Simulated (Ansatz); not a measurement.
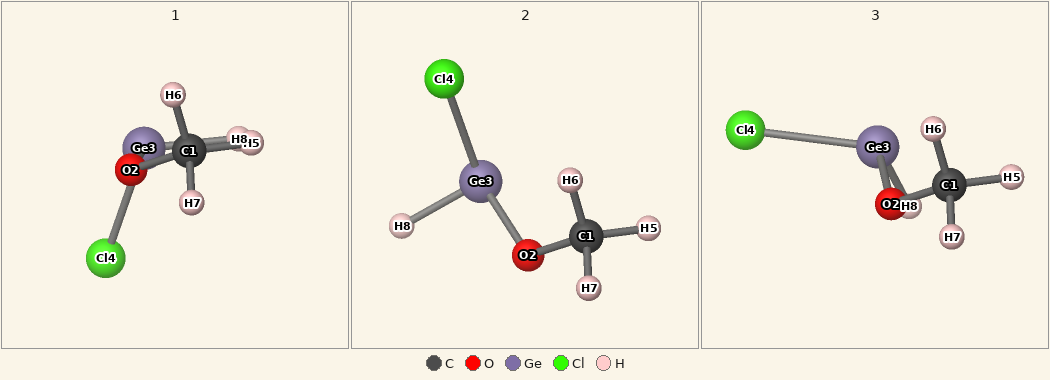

CH4ClGeO, SMILES C[O][GeH][Cl], spin multiplicity 2. Coordinates scanned: (1) dihedral C1–O2–Ge3–Cl4; (2) dihedral H5–C1–O2–Ge3. Nothing is relaxed (all other coordinates rigid). Grid: 8 × 7 points. Energies are in kJ/mol, from the lowest grid point. Theory: Ansatz, UKS PBE0-D4/def2-SVP.

The numbered pictures are structures from this grid.

**Which is the most stable, and how do the others follow?**

2, at dihedral C1–O2–Ge3–Cl4 = −45°, dihedral H5–C1–O2–Ge3 = −81°: 0.0 kJ/mol; 1, at dihedral C1–O2–Ge3–Cl4 = 135°, dihedral H5–C1–O2–Ge3 = −21°: 15.0 kJ/mol; 3, at dihedral C1–O2–Ge3–Cl4 = −135°, dihedral H5–C1–O2–Ge3 = −51°: 17.7 kJ/mol.

The map, with the structures marked:

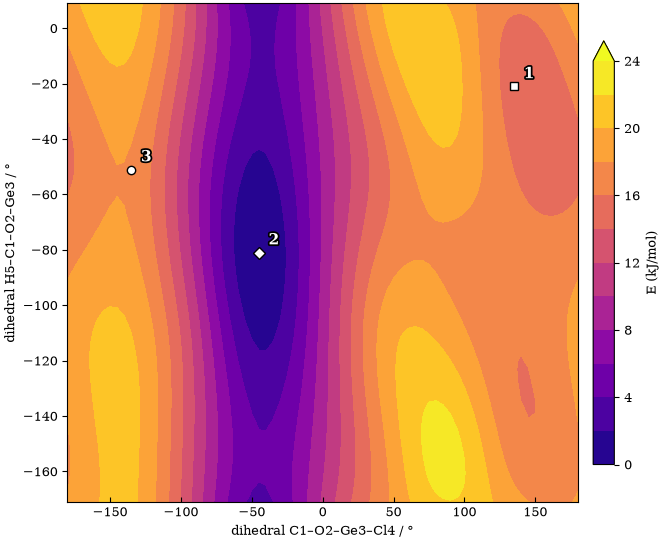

Drawn: filled contours, one colour for all values above the top of the scale. Between grid points the surface is interpolated.
